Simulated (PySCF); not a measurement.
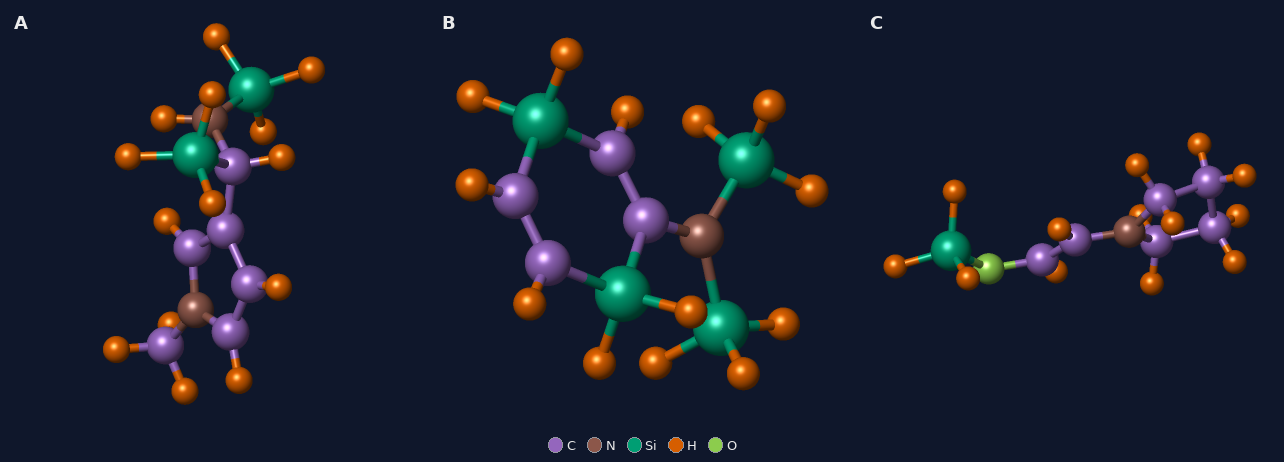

(Drawn from a calculation with PySCF.)

Match each picture to its SMILES.
(1) Cn1ccc([C@H]([SiH3])N[SiH3])c1
(2) [SiH3]N([SiH3])C1=C[SiH2]C=C[SiH2]1
(3) [SiH3]O/C=C/N1CCCC1

A is (1), B is (2), C is (3).
